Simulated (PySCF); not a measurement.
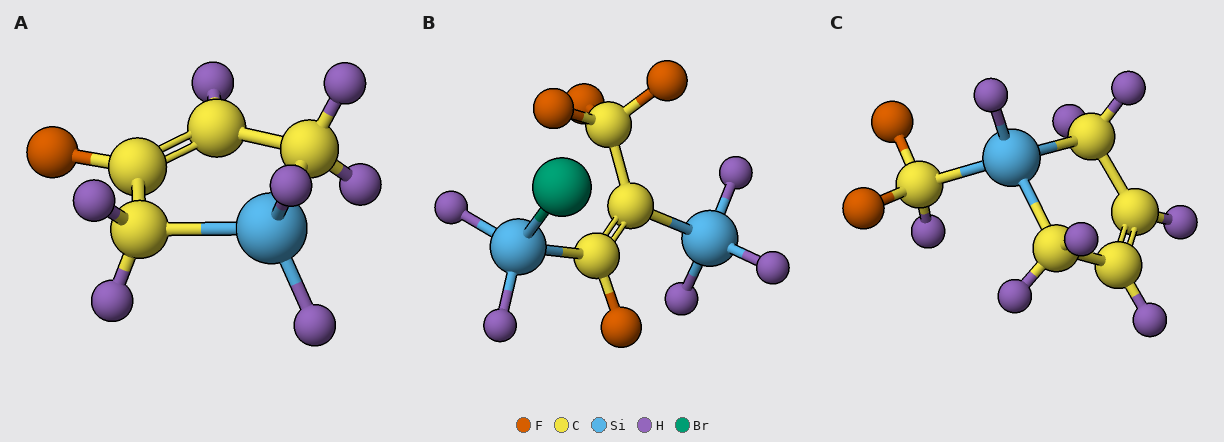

Source: calculation with PySCF.

```xyz
16
charge 0, multiplicity 1
F     2.7888   -0.3704    1.2395
C     2.1177    0.1750    0.1858
F     2.7861    1.2964   -0.2034
Si    0.3257    0.6162    0.7094
C    -0.6621    1.1312   -0.8201
C    -1.4034   -0.1438   -1.1368
C    -1.3888   -1.1496   -0.2479
C    -0.6321   -0.9799    1.0456
H     2.1674   -0.5499   -0.6497
H     0.4182    1.5999    1.8254
H    -1.3597    1.9637   -0.6188
H    -0.0223    1.4671   -1.6535
H    -1.9594   -0.2329   -2.0767
H    -1.9325   -2.0805   -0.4440
H    -1.3193   -0.8917    1.9060
H     0.0232   -1.8386    1.2690
```

**Which panel shows the molecule in this file?**

C. The file holds C5H8F2Si, `FC(F)[SiH]1CC=CC1`.
